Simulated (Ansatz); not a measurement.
**C₆H₅F₃Sn: shape, modes and thermochemistry**

What shape does C₆H₅F₃Sn take? The plan is to relax it, check the end point by its vibrations and derive ideal-gas thermochemistry, and look at its orbitals and charge.

Computed with Ansatz 0.2.0, Gaussian basis. Level: RKS PBE0-D4/def2-TZVP.

The runs, in order: relaxation at PBE-D4/def2-SVP; relaxation at PBE0-D4/def2-TZVP; harmonic vibrations at the same level; a single point in def2-TZVPP for the fields.

1 further run of the same task is left out (it didn't finish).

## Step 1: Starting geometry

15 atoms, charge 0, spin multiplicity 1.

Atoms are counted from 1 here; the program's logs count them from 0.

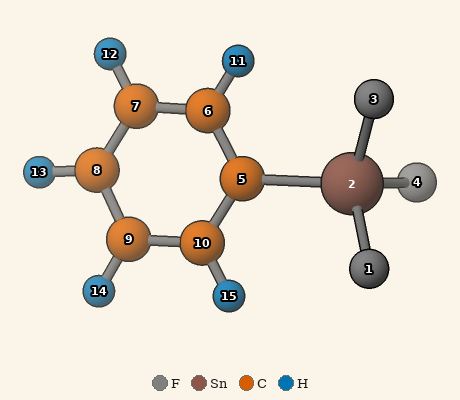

Start geometry, drawn with fluorine grey, tin brown, carbon orange, hydrogen blue; atoms are numbered from 1 in the order of the file.

Coordinates:

```mol
C6H5F3Sn
  3D, bonds by distance, orders not assigned

 15 15  0  0  0  0  0  0  0  0999 V2000
   -0.9312   -3.6376    0.5216 F   0  0
    0.5272   -2.5665   -0.1494 Sn  0  0
    2.0720   -2.9647    0.9031 F   0  0
    0.9433   -3.0118   -2.0093 F   0  0
    0.0938   -0.5020   -0.0224 C   0  0
    1.1270    0.4458    0.1723 C   0  0
    0.8671    1.7996    0.2440 C   0  0
   -0.4419    2.2590    0.1128 C   0  0
   -1.5103    1.3362   -0.0286 C   0  0
   -1.2260   -0.0471   -0.1138 C   0  0
    2.1409    0.0907    0.2830 H   0  0
    1.6600    2.5199    0.3992 H   0  0
   -0.7510    3.3267    0.1543 H   0  0
   -2.5614    1.6754   -0.1514 H   0  0
   -2.0315   -0.7742   -0.2861 H   0  0
  1  2  8  0
  2  3  8  0
  2  4  8  0
  2  5  8  0
  5  6  8  0
  6  7  8  0
  7  8  8  0
  8  9  8  0
  9 10  8  0
  6 11  8  0
  7 12  8  0
  8 13  8  0
  9 14  8  0
 10 15  8  0
  5 10  8  0
M  END
```

The start is a force-field geometry with small random shifts, so a cheaper pass at PBE-D4/def2-SVP comes first. Sn takes the def2 core potential; no spin-orbit term is included.

## Step 2: Geometry optimisation, PBE-D4/def2-SVP (cheap first pass)

Input file in.yaml:

```yaml
crystal:
  periodic: [false, false, false]
  atoms:
    - {symbol: F, position_ang: [-0.931200, -3.637600, 0.521600]}
    - {symbol: Sn, position_ang: [0.527200, -2.566500, -0.149400]}
    - {symbol: F, position_ang: [2.072000, -2.964700, 0.903100]}
    - {symbol: F, position_ang: [0.943300, -3.011800, -2.009300]}
    - {symbol: C, position_ang: [0.093800, -0.502000, -0.022400]}
    - {symbol: C, position_ang: [1.127000, 0.445800, 0.172300]}
    - {symbol: C, position_ang: [0.867100, 1.799600, 0.244000]}
    - {symbol: C, position_ang: [-0.441900, 2.259000, 0.112800]}
    - {symbol: C, position_ang: [-1.510300, 1.336200, -0.028600]}
    - {symbol: C, position_ang: [-1.226000, -0.047100, -0.113800]}
    - {symbol: H, position_ang: [2.140900, 0.090700, 0.283000]}
    - {symbol: H, position_ang: [1.660000, 2.519900, 0.399200]}
    - {symbol: H, position_ang: [-0.751000, 3.326700, 0.154300]}
    - {symbol: H, position_ang: [-2.561400, 1.675400, -0.151400]}
    - {symbol: H, position_ang: [-2.031500, -0.774200, -0.286100]}
basis:
  gaussian: {orbitals: def2-SVP}
hamiltonian: {xc: pbe, dispersion: d4}
relax: {f_tol: 0.03, max_steps: 200}
```

The run is started by

```
$ ansatz run in.yaml --threads 5 --pin off --events-out ev --progress --plain --max-ram 66560MiB --backend cuda --devices 0, --max-vram 37GiB
```

The program printed, shortened:

```text
Functional definition: PBE
  name "PBE"
  cite "Perdew, Burke & Ernzerhof, Phys. Rev. Lett. 77, 3865 (1996) doi:10.1103/PhysRevLett.77.3865"
  parent pbe
[...]
1973 factors; their error is unknown
[...]
mean field -20260.54558085 eV, -744.5613170053 hartree, gradient 1.8e-5 eV, S^2 0.000000; 0 other end points of the search recorded, 0 dependent functions left out
[...]
reference -20260.54562979 eV, -744.5613188036 hartree; 45, 45 occupied and 132, 132 virtual orbitals, 1973 factors
relax step   1: F+E_penalty+E_count = -20261.01871082 eV  Δ(F+E_penalty+E_count) = +0.000e0 eV  max|allowed force component| = 1.740e0 eV/Å  Δτ_max = 0.0000 Å  (34 SCF iters, accepted)
[...]
relax step   5: F+E_penalty+E_count = -20261.19311600 eV  Δ(F+E_penalty+E_count) = -1.641e-3 eV  max|allowed force component| = 3.314e-2 eV/Å  Δτ_max = 0.0446 Å  (33 SCF iters, accepted)
[...]
relax step   6: F+E_penalty+E_count = -20261.19338259 eV  Δ(F+E_penalty+E_count) = -2.666e-4 eV  max|allowed force component| = 1.895e-2 eV/Å  Δτ_max = 0.0148 Å  (34 SCF iters, accepted)
1973 factors; their error is unknown
[...]
mean field -20260.72280422 eV, -744.5678298441 hartree, gradient 1.5e-5 eV, S^2 0.000000; 1 other end points of the search recorded, 0 dependent functions left out
[...]
reference -20260.72285376 eV, -744.5678316645 hartree; 45, 45 occupied and 132, 132 virtual orbitals, 1973 factors
Total energy: -20261.19343212 eV, -744.5851251004 hartree
Atom 0 at    -0.935566    -3.637975     0.450837 Å, force     0.000039    -0.000853     0.001894 eV/Å
Atom 1 at     0.543039    -2.532035    -0.163196 Å, force    -0.005129     0.008854    -0.007586 eV/Å
Atom 2 at     2.121826    -3.001454     0.872632 Å, force     0.002769    -0.002973     0.003623 eV/Å
Atom 3 at     0.935985    -3.239894    -1.932257 Å, force    -0.000828    -0.000539     0.004325 eV/Å
Atom 4 at     0.095779    -0.456067    -0.038262 Å, force     0.005629    -0.018951    -0.005155 eV/Å
Atom 5 at     1.141832     0.460768     0.170303 Å, force    -0.005468     0.016081     0.000616 eV/Å
Atom 6 at     0.840099     1.829321     0.255663 Å, force     0.001897    -0.007829    -0.002334 eV/Å
Atom 7 at    -0.488959     2.267102     0.139599 Å, force     0.011637     0.006403     0.002051 eV/Å
Atom 8 at    -1.526532     1.341678    -0.055837 Å, force    -0.002899    -0.004292     0.002367 eV/Å
Atom 9 at    -1.240550    -0.030182    -0.143272 Å, force    -0.001241     0.016931     0.001639 eV/Å
Atom 10 at     2.182765     0.118566     0.272583 Å, force     0.003604    -0.002587     0.000313 eV/Å
Atom 11 at     1.650548     2.556172     0.416822 Å, force     0.001560     0.000798     0.000380 eV/Å
Atom 12 at    -0.717245     3.341679     0.206236 Å, force    -0.009132    -0.003541     0.001764 eV/Å
Atom 13 at    -2.568508     1.686448    -0.137405 Å, force     0.000332     0.000266    -0.002274 eV/Å
Atom 14 at    -2.056512    -0.754727    -0.285146 Å, force    -0.002771    -0.007769    -0.001624 eV/Å
Dipole moment:    -0.246252     1.135590     0.074892 e Å
```

Wall time 14 s (1 × H100 (card shared with other runs) with 5 threads of AMD EPYC 7R13, shared host); peak host memory 0.84 GiB.

Step by step:

```tsv
step	energy from step 1 (eV)	largest force component (eV/Å)
1	0.0000	1.7395
2	-0.1396	0.6596
3	-0.1677	0.2505
4	-0.1728	0.0828
5	-0.1744	0.0331
6	-0.1747	0.0190
```

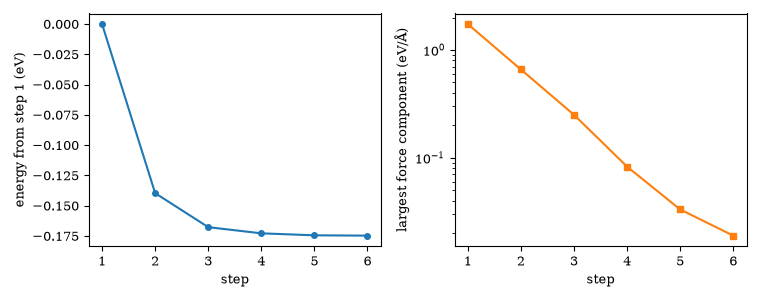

Energy and largest force along the relaxation.

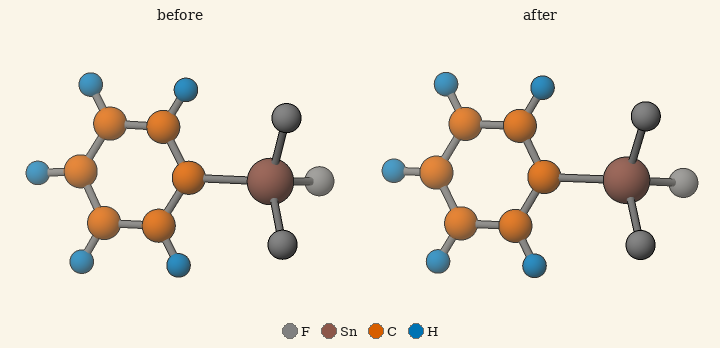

Before and after, at one scale.

Distances of close pairs at the start and the end, largest changes first:

```tsv
bond	before (Å)	after (Å)	change (Å)
Sn2–F3	1.911	1.946	+0.035
C6–C7	1.380	1.404	+0.024
C6–H11	1.080	1.101	+0.021
C7–H12	1.082	1.101	+0.018
F1–Sn2	1.930	1.946	+0.016
C8–C9	1.419	1.404	-0.015
Sn2–C5	2.113	2.127	+0.014
C8–H13	1.112	1.101	-0.012
```

## Step 3: Optimising with PBE0-D4/def2-TZVP

Input file in.yaml:

```yaml
crystal:
  periodic: [false, false, false]
  atoms:
    - {symbol: F, position_ang: [-0.935566, -3.637975, 0.450837]}
    - {symbol: Sn, position_ang: [0.543039, -2.532035, -0.163196]}
    - {symbol: F, position_ang: [2.121826, -3.001454, 0.872632]}
    - {symbol: F, position_ang: [0.935985, -3.239894, -1.932257]}
    - {symbol: C, position_ang: [0.095779, -0.456067, -0.038262]}
    - {symbol: C, position_ang: [1.141832, 0.460768, 0.170303]}
    - {symbol: C, position_ang: [0.840099, 1.829321, 0.255663]}
    - {symbol: C, position_ang: [-0.488959, 2.267102, 0.139599]}
    - {symbol: C, position_ang: [-1.526532, 1.341678, -0.055837]}
    - {symbol: C, position_ang: [-1.240550, -0.030182, -0.143272]}
    - {symbol: H, position_ang: [2.182765, 0.118566, 0.272583]}
    - {symbol: H, position_ang: [1.650548, 2.556172, 0.416822]}
    - {symbol: H, position_ang: [-0.717245, 3.341679, 0.206236]}
    - {symbol: H, position_ang: [-2.568508, 1.686448, -0.137405]}
    - {symbol: H, position_ang: [-2.056512, -0.754727, -0.285146]}
basis:
  gaussian: {orbitals: def2-TZVP}
hamiltonian: {xc: pbe0, dispersion: d4}
relax: {f_tol: 0.005, max_steps: 150}
```

Same command.

The program printed, shortened:

```text
Functional definition: PBE0
  name "PBE0"
  cite "Adamo & Barone, J. Chem. Phys. 110, 6158 (1999) doi:10.1063/1.478522"
  cite "Perdew, Burke & Ernzerhof, Phys. Rev. Lett. 77, 3865 (1996) doi:10.1103/PhysRevLett.77.3865"
  parent pbe
[...]
2229 factors; their error is unknown
[...]
mean field -20278.79183469 eV, -745.2318544662 hartree, gradient 3.6e-5 eV, S^2 0.000000; 0 other end points of the search recorded, 0 dependent functions left out
[...]
reference -20278.79188014 eV, -745.2318561365 hartree; 45, 45 occupied and 314, 314 virtual orbitals, 2229 factors
relax step   1: F+E_penalty+E_count = -20279.19429814 eV  Δ(F+E_penalty+E_count) = +0.000e0 eV  max|allowed force component| = 1.037e0 eV/Å  Δτ_max = 0.0000 Å  (33 SCF iters, accepted)
[...]
Atom 5 at     1.126756     0.458547     0.166305 Å, force     0.000270    -0.000884    -0.000266 eV/Å
Atom 6 at     0.829491     1.810173     0.251641 Å, force    -0.000298     0.000423    -0.000209 eV/Å
Atom 7 at    -0.483898     2.241653     0.139266 Å, force     0.000001     0.000194     0.000052 eV/Å
Atom 8 at    -1.507561     1.326325    -0.055758 Å, force     0.000008     0.000225    -0.000196 eV/Å
Atom 9 at    -1.222001    -0.027750    -0.142629 Å, force     0.000207    -0.000005    -0.000124 eV/Å
Atom 10 at     2.154829     0.128131     0.263746 Å, force    -0.000232     0.000086     0.000530 eV/Å
Atom 11 at     1.627359     2.526441     0.408514 Å, force     0.000057     0.000295    -0.000162 eV/Å
Atom 12 at    -0.711755     3.299081     0.207027 Å, force     0.000128    -0.000004     0.000001 eV/Å
Atom 13 at    -2.533547     1.665010    -0.138780 Å, force    -0.000104     0.000100    -0.000190 eV/Å
Atom 14 at    -2.028456    -0.738075    -0.286462 Å, force     0.000263    -0.000010     0.000655 eV/Å
Dipole moment:    -0.258202     1.206832     0.070005 e Å
```

Run time: 22 s. Hardware: 1 × H100 (card shared with other runs) with 5 threads of AMD EPYC 7R13, shared host; peak host memory 1 GiB.

The steps of the relaxation:

```tsv
step	energy from step 1 (eV)	largest force component (eV/Å)
1	0.0000	1.0374
2	-0.1527	0.2293
3	-0.1585	0.0296
4	-0.1586	0.0226
5	-0.1586	0.0051
6	-0.1586	0.0010
```

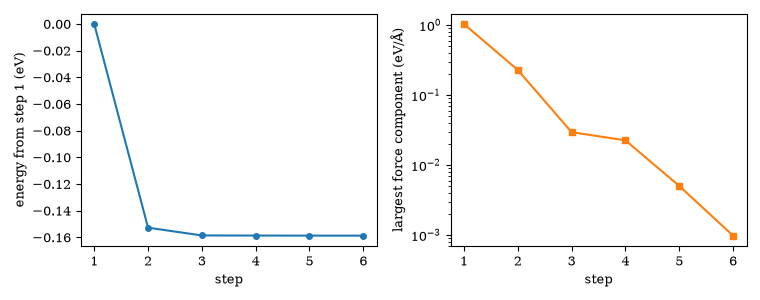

Energy and force, step by step.

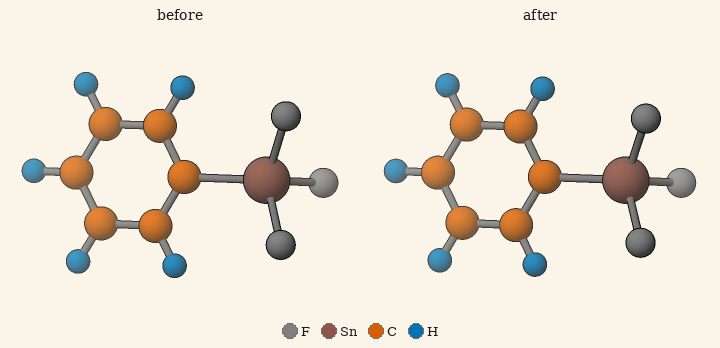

Before and after, at one scale.

Close pairs (by a distance rule), those that changed most:

```tsv
bond	before (Å)	after (Å)	change (Å)
Sn2–F4	1.946	1.898	-0.048
F1–Sn2	1.946	1.900	-0.046
Sn2–F3	1.946	1.900	-0.046
Sn2–C5	2.127	2.093	-0.034
C9–C10	1.404	1.387	-0.017
C6–C7	1.404	1.387	-0.017
C7–C8	1.404	1.387	-0.017
C8–C9	1.404	1.387	-0.017
```

Mulliken charges of the relaxed molecule (report file):

F1 -0.47; Sn2 1.47; F3 -0.47; F4 -0.46; C5 -0.03; C6 -0.21; C7 -0.11; C8 -0.10; C9 -0.11; C10 -0.21; H11 0.15; H12 0.13; H13 0.13; H14 0.13; H15 0.15

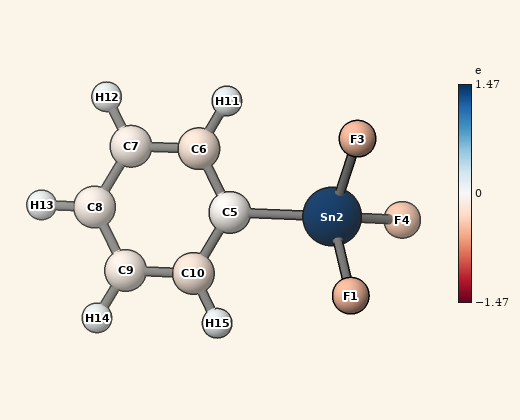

Mulliken charges of the relaxed molecule (report file), as colours on the atoms.

## Step 4: Vibrations by finite differences

Input file in.yaml:

```yaml
crystal:
  periodic: [false, false, false]
  atoms:
    - {symbol: F, position_ang: [-0.888502, -3.600398, 0.444168]}
    - {symbol: Sn, position_ang: [0.535853, -2.498461, -0.160218]}
    - {symbol: F, position_ang: [2.064938, -2.994152, 0.851877]}
    - {symbol: F, position_ang: [0.917078, -3.191106, -1.885463]}
    - {symbol: C, position_ang: [0.097417, -0.456018, -0.033936]}
    - {symbol: C, position_ang: [1.126756, 0.458547, 0.166305]}
    - {symbol: C, position_ang: [0.829491, 1.810173, 0.251641]}
    - {symbol: C, position_ang: [-0.483898, 2.241653, 0.139266]}
    - {symbol: C, position_ang: [-1.507561, 1.326325, -0.055758]}
    - {symbol: C, position_ang: [-1.222001, -0.027750, -0.142629]}
    - {symbol: H, position_ang: [2.154829, 0.128131, 0.263746]}
    - {symbol: H, position_ang: [1.627359, 2.526441, 0.408514]}
    - {symbol: H, position_ang: [-0.711755, 3.299081, 0.207027]}
    - {symbol: H, position_ang: [-2.533547, 1.665010, -0.138780]}
    - {symbol: H, position_ang: [-2.028456, -0.738075, -0.286462]}
basis:
  gaussian: {orbitals: def2-TZVP}
hamiltonian: {xc: pbe0, dispersion: d4}
phonons: {temperatures: {t_min: 298.15, t_max: 900, t_step: 200}}
```

The command is unchanged.

The program printed, shortened:

```text
Functional definition: PBE0
  name "PBE0"
  cite "Adamo & Barone, J. Chem. Phys. 110, 6158 (1999) doi:10.1063/1.478522"
  cite "Perdew, Burke & Ernzerhof, Phys. Rev. Lett. 77, 3865 (1996) doi:10.1103/PhysRevLett.77.3865"
  parent pbe
[...]
2229 factors; their error is unknown
[...]
mean field -20278.94571306 eV, -745.2375093918 hartree, gradient 1.4e-5 eV, S^2 0.000000; 0 other end points of the search recorded, 0 dependent functions left out
[...]
reference -20278.94575858 eV, -745.2375110648 hartree; 45, 45 occupied and 314, 314 virtual orbitals, 2229 factors
[...]
2229 factors; their error is unknown
mean field -20278.94565525 eV, -745.2375072674 hartree, gradient 4.0e-6 eV, S^2 0.000000; 0 other end points of the search recorded, 0 dependent functions left out
[...]
reference -20278.94570078 eV, -745.2375089407 hartree; 45, 45 occupied and 314, 314 virtual orbitals, 2229 factors
[...]
2229 factors; their error is unknown
[...]
WARN: phonons: modes at or below zero, which the zero-point energy, F, S and C_V leave out: 1, the lowest at -13.34 cm⁻¹. A minimum has none, and a first-order saddle one
[...]
Atom 4 at     0.097417    -0.456018    -0.033936 Å, force    -0.000824    -0.000500     0.000900 eV/Å
Atom 5 at     1.126756     0.458547     0.166305 Å, force     0.000308    -0.000899    -0.000261 eV/Å
Atom 6 at     0.829491     1.810173     0.251641 Å, force    -0.000287     0.000461    -0.000217 eV/Å
Atom 7 at    -0.483898     2.241653     0.139266 Å, force    -0.000040     0.000163     0.000048 eV/Å
Atom 8 at    -1.507561     1.326325    -0.055758 Å, force     0.000028     0.000266    -0.000198 eV/Å
Atom 9 at    -1.222001    -0.027750    -0.142629 Å, force     0.000208    -0.000030    -0.000124 eV/Å
Atom 10 at     2.154829     0.128131     0.263746 Å, force    -0.000250     0.000092     0.000530 eV/Å
Atom 11 at     1.627359     2.526441     0.408514 Å, force     0.000054     0.000285    -0.000163 eV/Å
Atom 12 at    -0.711755     3.299081     0.207027 Å, force     0.000133    -0.000006    -0.000000 eV/Å
Atom 13 at    -2.533547     1.665010    -0.138780 Å, force    -0.000095     0.000094    -0.000191 eV/Å
Atom 14 at    -2.028456    -0.738075    -0.286462 Å, force     0.000265    -0.000008     0.000657 eV/Å
Dipole moment:    -0.258203     1.206831     0.070004 e Å
[...]
```

It took 5.7 min on 1 × H100 (card shared with other runs) with 5 threads of AMD EPYC 7R13, shared host; peak host memory 1.1 GiB.

Motions are named by where the mode's potential energy lies. Wavenumbers, unscaled:

```tsv
mode	cm⁻¹	motion
1	-13	torsion
2	65	bend
3	66	bend with torsion
4	153	bend with torsion
5	167	bend
6	184	bend
7	194	torsion
8	228	bend
9	265	Sn–C stretch with bend
10	398	torsion
11	451	torsion
12	624	bend
13	635	Sn–F stretch
14	646	Sn–F stretch
15	648	Sn–F stretch
16	683	bend
17	712	torsion
18	751	torsion
19	869	torsion
20	943	torsion
21	983	torsion
22	1008	torsion
23	1017	bend
24	1054	C–C stretch with bend
25	1106	bend with C–C stretch
26	1110	bend with C–C stretch
27	1187	bend
28	1216	bend
29	1341	C–C stretch with bend
30	1368	bend with C–C stretch
31	1476	bend
32	1522	bend
33	1642	C–C stretch
34	1647	C–C stretch
35	3191	C–H stretch
36	3196	C–H stretch
37	3202	C–H stretch
38	3212	C–H stretch
39	3220	C–H stretch
```

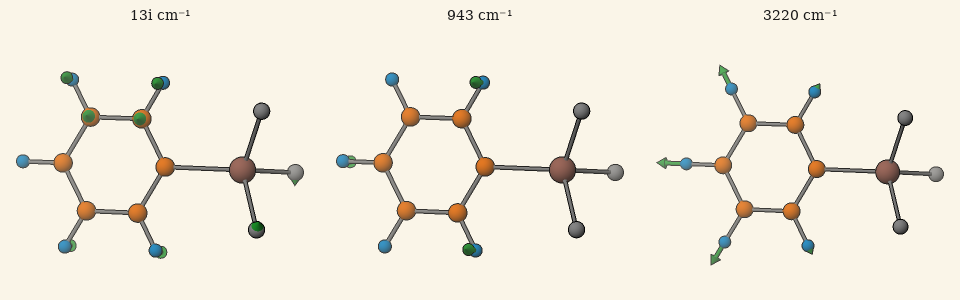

Displacements of 3 modes, as arrows.

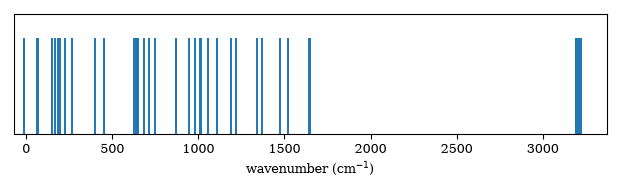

The harmonic wavenumbers as sticks (no intensities were computed).

No thermochemistry is derived: a mode is imaginary or nearly free.

## Step 5: Orbitals, density and potential

Changes to in.yaml since step 4:

```diff
@@ -19,4 +19,4 @@
 basis:
-  gaussian: {orbitals: def2-TZVP}
+  gaussian: {orbitals: def2-TZVPP}
 hamiltonian: {xc: pbe0, dispersion: d4}
-phonons: {temperatures: {t_min: 298.15, t_max: 900, t_step: 200}}
+output: {orbitals: {seedname: orbitals}}
```

The command is unchanged.

The program printed:

```text
Functional definition: PBE0
  name "PBE0"
  cite "Adamo & Barone, J. Chem. Phys. 110, 6158 (1999) doi:10.1063/1.478522"
  cite "Perdew, Burke & Ernzerhof, Phys. Rev. Lett. 77, 3865 (1996) doi:10.1103/PhysRevLett.77.3865"
  parent pbe
  parameter a = 0.25
  parameter kappa = 0.804
  parameter beta = 0.06672455060314922
  exchange = (1 - a)*pbe_x(kappa = kappa, mu = beta*pi^2/3) + a*exact_x
  correlation = pbe_c(beta = beta)
2304 factors; their error is unknown
mean field evaluation 1: about -20264.3283 eV, gradient 8.6e1 eV
mean field evaluation 2: about -20248.4932 eV, gradient 1.3e2 eV
mean field evaluation 4: about -20278.7874 eV, gradient 7.2e0 eV
mean field evaluation 8: about -20278.8925 eV, gradient 2.4e-1 eV
mean field evaluation 16: about -20278.9963 eV, gradient 3.9e-4 eV
mean field -20278.99628465 eV, -745.2393678637 hartree, gradient 2.5e-5 eV, S^2 0.000000; 0 other end points of the search recorded, 0 dependent functions left out
reference -20278.99633048 eV, -745.2393695477 hartree; 45, 45 occupied and 354, 354 virtual orbitals, 2304 factors
Total energy: -20279.40355596 eV, -745.2543348079 hartree
```

It took 13 s on 1 × H100 (card shared with other runs) with 5 threads of AMD EPYC 7R13, shared host; peak host memory 0.91 GiB.

The fields below are evaluated on a grid from the run's orbitals.

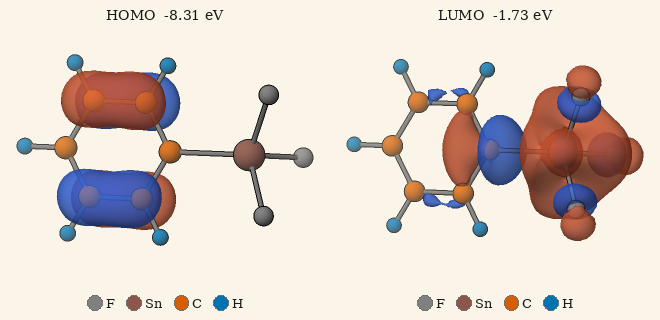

Frontier orbitals at PBE0-D4/def2-TZVPP; each surface holds 70 % of the orbital's density, blue and red mark the sign.

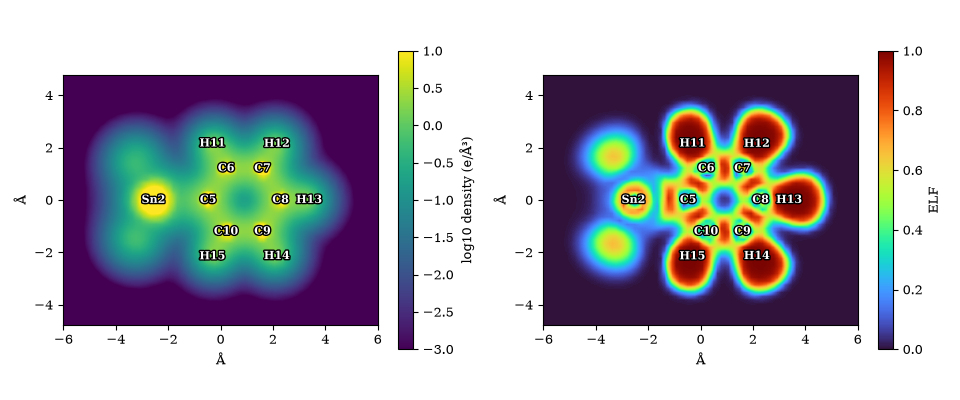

Density (left) and ELF (right) in a plane through or near 12 of the atoms.

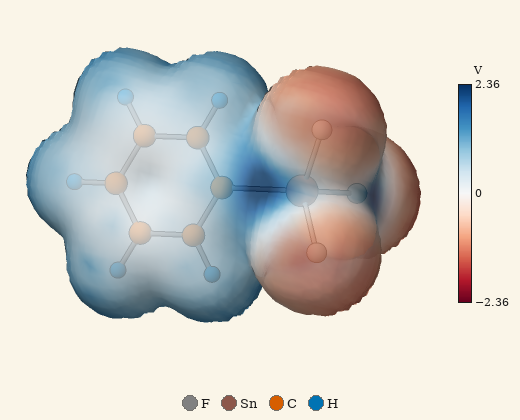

The potential that a unit positive charge feels on the 0.002 e/bohr³ surface, from -1.28 V near F4 to 2.36 V near Sn2.

## Step 6: What came out

| quantity | value |
| --- | --- |
| point group | Cs |
| steps | 6 + 6 |
| shift from the start (rms) | 0.075 Å |
| total energy | -20279.3530 eV |
| dispersion term | -407 meV |
| dipole moment | 5.94 D |
| lowest, highest wavenumber | -13, 3220 cm⁻¹ |
| HOMO, LUMO | -8.31, -1.73 eV |

What this shows: The atoms moved 0.08 Å (rms) from the start; the bond that changed most is Sn2–F4, from 1.957 to 1.898 Å. One or more small negative wavenumbers (down to -13 cm⁻¹) point to a very flat motion, so a minimum isn't proven. The stiffest mode, 3220 cm⁻¹, is a C–H stretch. Harmonic hybrid wavenumbers usually lie a few per cent above measured fundamentals. The largest Mulliken charge, +1.47 e, sits on Sn2. The HOMO lies mostly on 4 C atoms about 21 % each and the LUMO on Sn2 31 %; C5 17 %.
